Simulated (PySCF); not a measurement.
Molecule: C₄H₁₀Cl₂Si, SMILES CC([SiH](Cl)Cl)(C)C. Atoms near the plane z = 0.0 Å, at the GFN2-xTB optimised geometry (x, y, z in Å): Si1 (0.3, -1.4, 0.0), Cl3 (2.3, -1.4, 0.0), C4 (-0.4, 0.4, 0.0), C7 (-1.9, 0.4, 0.0), H15 (-2.3, -0.1, -0.9), H16 (-2.3, 1.4, 0.0), H17 (-2.3, -0.1, 0.9).

Method: B3LYP/def2-SVP (PySCF). Cells within 0.4 Å of a nucleus heavier than hydrogen are left out (blank, or x). The values are rescaled to run from 0 to 1.

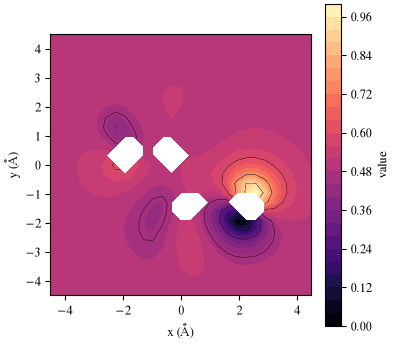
Figure: a field on the plane z = 0.0 Å.

Q: Which quantity is mapped?
(A) an orbital amplitude
(B) deformation density (molecule minus spherical neutral atoms)
(C) electrostatic potential
(D) Laplacian of the electron density

A: A, an orbital amplitude. In full: HOMO−1 amplitude (bohr^(-3/2)).
